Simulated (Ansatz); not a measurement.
# CH3Cl (chloromethane) at r2SCAN/def2-TZVPP

What is the energy change on altering one bond length of CH3Cl (chloromethane) at r2SCAN/def2-TZVPP? 

Program for the calculation: Ansatz 0.2.0.

44 further runs of the same task are left out: 44 set aside as unsound or not needed.

## Step 1: The system as given

CH3Cl: 5 atoms, total charge 0, spin state singlet. As SMILES, `CCl`. The shape is that of a PBE0-D4/def2-TZVP optimisation.

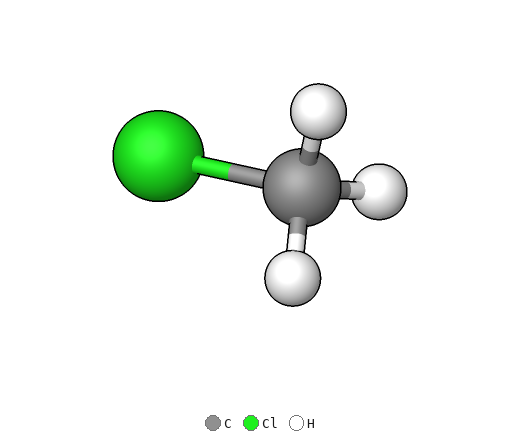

The structure, seen from a chosen angle (carbon grey, chlorine green, hydrogen white).

## Step 2: The energy at r2SCAN/def2-TZVPP

molecule.yaml

```yaml
crystal:
  periodic: [false, false, false]
  atoms:
    - {symbol: C, position_ang: [-0.120900, 0.010000, 0.051300]}
    - {symbol: Cl, position_ang: [1.469400, -0.290800, -0.672500]}
    - {symbol: H, position_ang: [-0.284800, -0.715400, 0.844700]}
    - {symbol: H, position_ang: [-0.880000, -0.097100, -0.720100]}
    - {symbol: H, position_ang: [-0.133800, 1.019700, 0.455100]}
basis:
  gaussian:
    orbitals: def2-TZVPP
hamiltonian:
  xc: r2scan
accuracy: high
output: {orbitals: {seedname: orbitals}}
```

Started as:

```
$ ansatz run molecule.yaml --threads 1 --pin off --max-ram 3480MiB --events-out events.jsonl --progress --plain --runs-dir runs
```

What it wrote:

```text
Warning: RAYON_NUM_THREADS=1 ignored (pool sized by the plan → 1); use --threads N
Functional definition: r2SCAN
  name "r2SCAN"
  parameter k0 = 0.174
  parameter k1 = 0.065
  parameter a1 = 4.9479
  exchange = r2scan_x(k0 = k0, k1 = k1, a1 = a1)
  correlation = r2scan_c
1908 factors; integrals over basis functions are off by at most 4.0e-9 eV
mean field evaluation 1: about -13603.3030 eV, gradient 4.5e1 eV
mean field evaluation 2: about -13598.5546 eV, gradient 6.0e1 eV
mean field evaluation 4: about -13607.8616 eV, gradient 1.7e0 eV
mean field evaluation 8: about -13607.8663 eV, gradient 9.9e-2 eV
mean field evaluation 16: about -13607.8663 eV, gradient 2.9e-6 eV
mean field -13607.86634820 eV, -500.0798645531 hartree, gradient 7.0e-8 eV, S^2 0.000000; 0 other end points of the search recorded, 0 dependent functions left out
reference -13607.86634881 eV, -500.0798645757 hartree; 13, 13 occupied and 102, 102 virtual orbitals, 1908 factors
Total energy: -13607.86634881 eV, -500.0798645757 hartree
```

Run time: 6.9 s. Hardware: 1 thread of Arm Neoverse V2, shared host; peak memory 0.28 GiB.

## Step 3: The distorted shape, same level

job.yaml

```yaml
crystal:
  periodic: [false, false, false]
  atoms:
    - {symbol: C, position_ang: [-0.038947, 0.372715, -0.345416]}
    - {symbol: Cl, position_ang: [1.551353, 0.071915, -1.069216]}
    - {symbol: H, position_ang: [-0.284800, -0.715400, 0.844700]}
    - {symbol: H, position_ang: [-0.798047, 0.265615, -1.116816]}
    - {symbol: H, position_ang: [-0.051847, 1.382415, 0.058384]}
basis:
  gaussian: {orbitals: def2-TZVPP}
output: {orbitals: {seedname: orbitals}}
hamiltonian: {xc: {name: r2SCAN}}
accuracy: high
```

Started as:

```
$ ansatz run job.yaml --threads 1 --pin off --max-ram 3480MiB --events-out events.jsonl --progress --plain --runs-dir runs
```

What it wrote:

```text
Warning: RAYON_NUM_THREADS=1 ignored (pool sized by the plan → 1); use --threads N
Functional definition: r2SCAN
  name "r2SCAN"
  parameter k0 = 0.174
  parameter k1 = 0.065
  parameter a1 = 4.9479
  exchange = r2scan_x(k0 = k0, k1 = k1, a1 = a1)
  correlation = r2scan_c
1901 factors; integrals over basis functions are off by at most 3.6e-9 eV
mean field evaluation 1: about -13601.5100 eV, gradient 4.2e1 eV
mean field evaluation 2: about -13593.0040 eV, gradient 6.4e1 eV
mean field evaluation 4: about -13605.8259 eV, gradient 2.3e0 eV
mean field evaluation 8: about -13605.8356 eV, gradient 2.0e-1 eV
mean field evaluation 16: about -13605.8358 eV, gradient 1.9e-5 eV
mean field -13605.83575115 eV, -500.0052414880 hartree, gradient 2.8e-8 eV, S^2 0.000000; 0 other end points of the search recorded, 0 dependent functions left out
reference -13605.83575179 eV, -500.0052415116 hartree; 13, 13 occupied and 102, 102 virtual orbitals, 1901 factors
Total energy: -13605.83575179 eV, -500.0052415116 hartree
```

Wall time 7.2 s (1 thread of Arm Neoverse V2, shared host); peak memory 0.28 GiB.

## Step 4: Outcome

Level: r2SCAN/def2-TZVPP.

```
                                                         quantity          value
                                        first shape: total energy  -500.07986 Eh
                                         first shape: HOMO energy       -7.31 eV
                                         first shape: LUMO energy        0.16 eV
                                       first shape: HOMO–LUMO gap        7.47 eV
                                    distorted shape: total energy  -500.00524 Eh
                                     distorted shape: HOMO energy       -7.17 eV
                                     distorted shape: LUMO energy       -1.55 eV
                                   distorted shape: HOMO–LUMO gap        5.61 eV
energy change with the C1–H3 bond stretched from 1.087 to 1.631 Å       2.031 eV
```

With the C1–H3 bond stretched from 1.087 to 1.631 Å the energy rises by 2.03 eV (196 kJ/mol). The first shape isn't relaxed at this level, so the change isn't measured from a minimum.
